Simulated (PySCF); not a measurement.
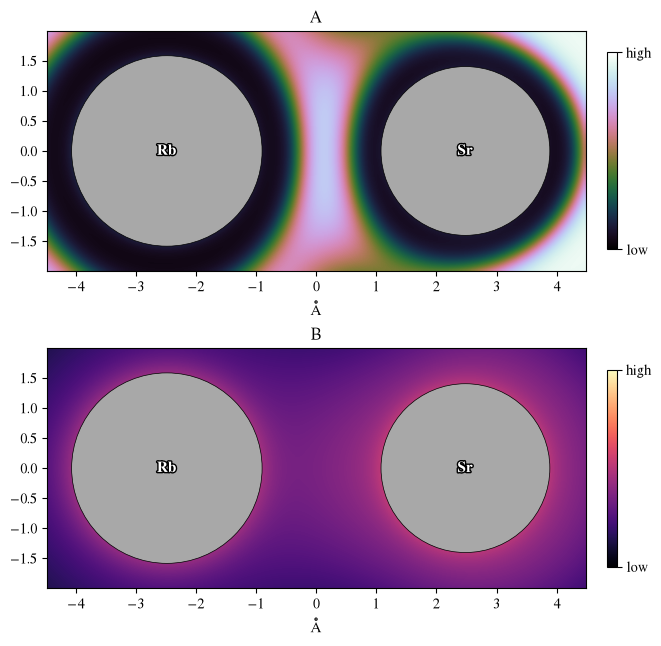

RbSr (charge −1): 2 fields on a plane that holds the molecular axis, with unlabelled colour scales. Grey discs cover the atomic cores.

Core potentials replace the inner electrons of Rb and Sr.

Method: PBE0/def2-SVPD, non-relativistic Hamiltonian with scalar-relativistic core potentials where named, at a bond length of 4.966 Å in PySCF 2.14.0.

### Which field does each panel show? The fields are: electron density and electron localisation function.

Panel A: electron localisation function. Panel B: electron density.
